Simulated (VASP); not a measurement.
Band structure of La₂O₃ (a-type). Level of theory: MS2 meta-GGA, VASP's PBE PAW potentials (set 64) (plane waves; VASP).

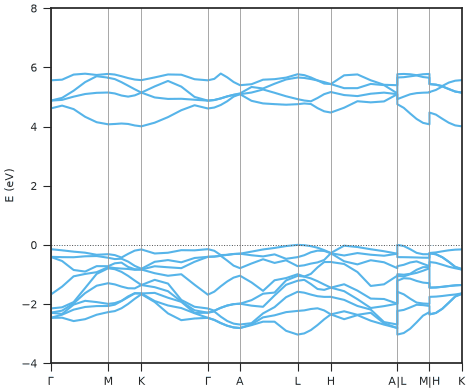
Bands along high-symmetry lines, zero at the valence-band maximum or, without a gap, the Fermi level

Q: Read the plot: is there a gap, and where are the band edges?

A: The gap is indirect, 4.01 eV, from the valence maximum at L to the conduction minimum at K.

The compound is La2O3 in the a-type structure. It was relaxed first.
